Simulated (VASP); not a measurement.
Band structure of MoS2 (space group R3m). All values below come from PBE GGA, VASP's PBE PAW potentials (set 64) (plane waves; VASP).

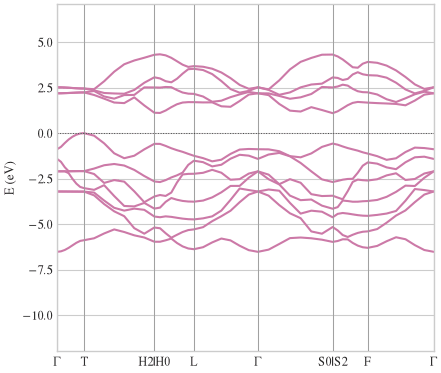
Fig. 1. Bands along high-symmetry lines, zero at the valence-band maximum or, without a gap, the Fermi level

Read the plot: is there a gap, and where are the band edges?

The gap is indirect, 1.10 eV, from the valence maximum at T to the conduction minimum at S0.

The structure comes from a computed database's MoS2 entry; how it stands against other phases isn't given here. The cell was not relaxed at this level.
